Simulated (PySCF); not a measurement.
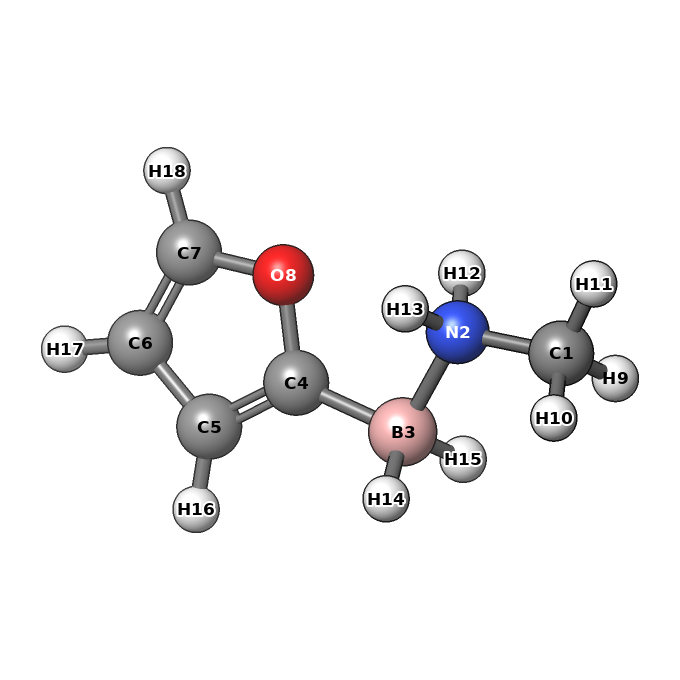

The computed structure is the end point of a GFN2-xTB optimisation. No frequency run is at hand to confirm it as a minimum. Electric field gradients from the ground-state density, PBE0/pcSseg-1 (PySCF 2.14.0), non-relativistic apart from any core potentials.

Give the largest field-gradient component, the quadrupole coupling constant and the asymmetry for 14N at N2 (Q = 20.44 mb), 11B at B3 (Q = 40.59 mb), 17O at O8 (Q = −25.6 mb), 2H at H9 (Q = 2.86 mb), 2H at H10 (Q = 2.86 mb), 2H at H11 (Q = 2.86 mb), 2H at H12 (Q = 2.86 mb).

```tsv
atom	V_zz (a.u.)	e²qQ/h (MHz)	η
N2	−0.526	−2.53	0.27
B3	0.249	2.37	0.21
O8	1.401	−8.43	0.08
H9	0.303	0.204	0.07
H10	0.303	0.203	0.07
H11	0.299	0.201	0.07
H12	0.367	0.246	0.06
```

The geometry is semi-empirical. Around B such bond lengths and angles can be off by a tenth of an ångström or more and by several degrees, and values that hang on the shape move with them.
